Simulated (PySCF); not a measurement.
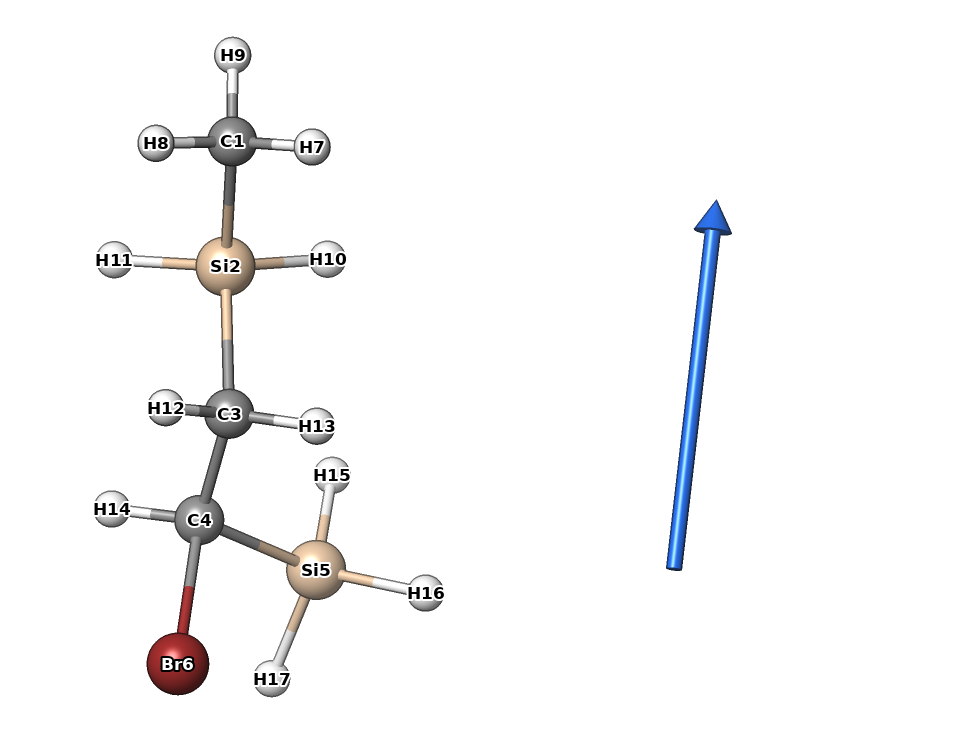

The arrow beside the molecule shows the direction of the dipole moment, from the negative to the positive end (its length means nothing). The computed structure is the end point of a GFN2-xTB optimisation. No frequency run is at hand to confirm it as a minimum. Level of theory: CAM-B3LYP/def2-SVPD, gas phase (PySCF 2.14.0).

Estimate the dipole moment.

Answer. 2.31 D; it points from the side of Br6 to the side of H9 (the outermost atoms at the two ends).

The geometry is semi-empirical. Around Br, Si such bond lengths and angles can be off by a tenth of an ångström or more and by several degrees, and values that hang on the shape move with them.
